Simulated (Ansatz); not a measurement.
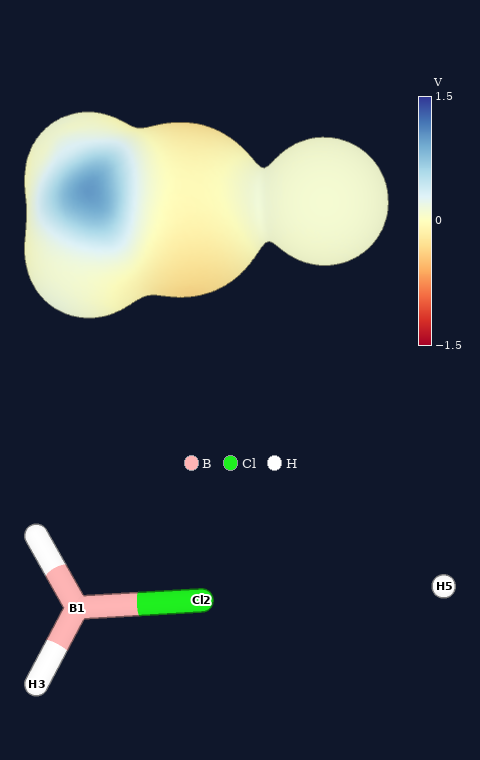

BClH$_{2}$···H (doublet). The molecular electrostatic potential painted on the density surface at 0.001 e/bohr³, seen at a tilt; red is negative and blue positive. The bare structure is drawn below in the same view.

Level of theory: UKS revPBE-D4/def2-SVP in Ansatz.

Input file:

```
crystal:
  periodic: [false, false, false]
  atoms:
    - { symbol: B, position_ang: [0.0, 0.0, -0.080295] }
    - { symbol: Cl, position_ang: [0.0, 1.0e-06, 1.738781] }
    - { symbol: H, position_ang: [1.078262, 0.0, -0.63625] }
    - { symbol: H, position_ang: [-1.078262, 0.0, -0.63625] }
    - { symbol: H, position_ang: [0.0, 0.0, 4.314013] }
magnetization:
  spin_polarized: true
  initial_magnetization: 1
basis:
  gaussian: { orbitals: def2-SVP }
hamiltonian:
  xc: revpbe
  dispersion: d4
relax:
  f_tol: 0.03
  max_steps: 50
output:
  orbitals: {}
```

Launched as:

```sh
ansatz run input.yaml --threads 1 --pin off --max-ram 2048MiB --backend cpu --events-out ev --progress --plain --runs-dir out
```

The fields are those of the relaxed geometry.

> Which sites attract a positive test charge, and which a negative one?

A positive charge is drawn to the negative regions and a negative charge to the positive ones. The most negative region (about −0.3 V) lies over Cl2, the most positive (about +1.0 V) over B1.
